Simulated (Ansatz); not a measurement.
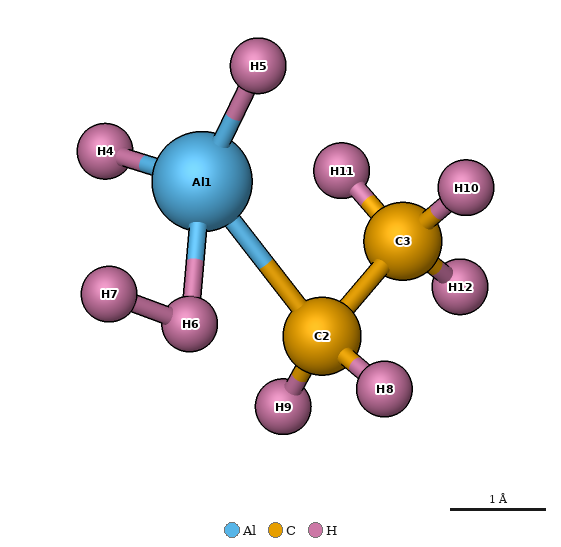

C$_{2}$H$_{9}$Al, before the constrained relaxation. The picture is a ball-and-stick view, seen at a tilt.

The reaction that was planned forms Al1–H7, C2–H6 and breaks Al1–C2, H6–H7 (atoms numbered from 1 in input order).

The calculation used Ansatz, RKS PBE0-D4/def2-SVP.

Input file:
```yaml
crystal:
  periodic: [false, false, false]
  atoms:
    - {symbol: Al, position_ang: [-0.292600, 0.396700, 1.185800]}
    - {symbol: C, position_ang: [0.313500, -0.741300, -0.460100]}
    - {symbol: C, position_ang: [-0.039400, 0.505000, -1.291000]}
    - {symbol: H, position_ang: [-1.815600, 0.428200, 1.459500]}
    - {symbol: H, position_ang: [0.475500, 1.707400, 1.477700]}
    - {symbol: H, position_ang: [0.466700, -1.097100, 1.279100]}
    - {symbol: H, position_ang: [0.393500, -1.083500, 2.315300]}
    - {symbol: H, position_ang: [1.304800, -1.092500, -0.758400]}
    - {symbol: H, position_ang: [-0.384600, -1.543700, -0.733800]}
    - {symbol: H, position_ang: [0.784800, 1.220800, -1.291400]}
    - {symbol: H, position_ang: [-0.914500, 1.031400, -0.858800]}
    - {symbol: H, position_ang: [-0.292100, 0.268700, -2.323800]}
basis:
  gaussian: {orbitals: def2-SVP}
hamiltonian: {xc: pbe0, dispersion: d4}
relax: {f_tol: 0.04, max_steps: 150, escape_saddle: false, constraints: [{distance: [0, 6]}, {distance: [1, 5]}, {distance: [0, 1]}, {distance: [5, 6]}]}
```

Run as
```bash
ansatz run in.yaml --threads 4 --pin off --events-out ev --progress --plain --max-ram 9574MiB
```

Question: Where does the constrained relaxation end?

Answer: The energy falls by 34.0 kJ/mol in 5 accepted moves (7 points after the start). Largest force component: 0.6 eV/Å at the start, 0.03 eV/Å at the end. The line search rejected the trial steps at points 4, 6 of the run. The largest move after the best rigid fit is that of H11, 0.68 Å. By element the largest moves are H 0.68 Å, C 0.27 Å, Al 0.19 Å. Some distances before and after: Al1–H11 2.229 → 3.039 Å, Al1–H6 1.678 → 1.757 Å, Al1–H4 1.548 → 1.586 Å, C2–H8 1.093 → 1.106 Å. Among the angles between lasting bonds that change: Al1–C2–C3 85.3° → 106.8°, Al1–C2–H8 130.7° → 116.0°, H5–Al1–H6 121.3° → 110.7°.

Final geometry:

```xyz
12

Al   -0.3181    0.4256    1.3768
C     0.1450   -0.5297   -0.4244
C    -0.0396    0.5110   -1.5392
H    -1.8225    0.2719    1.8549
H     0.6890    1.5544    1.8542
H     0.5093   -1.1165    1.2182
H     0.4909   -1.1587    2.2560
H     1.1647   -0.9498   -0.5027
H    -0.5500   -1.3740   -0.5794
H     0.6811    1.3395   -1.4471
H    -1.0496    0.9546   -1.5255
H     0.0998    0.0719   -2.5419
```

After the run, drawn alike:

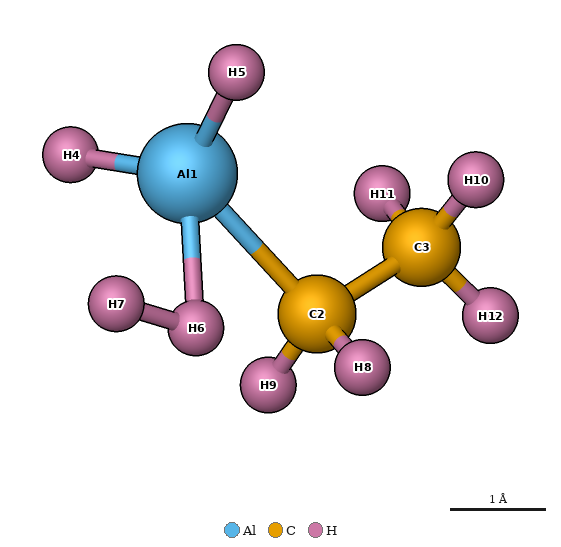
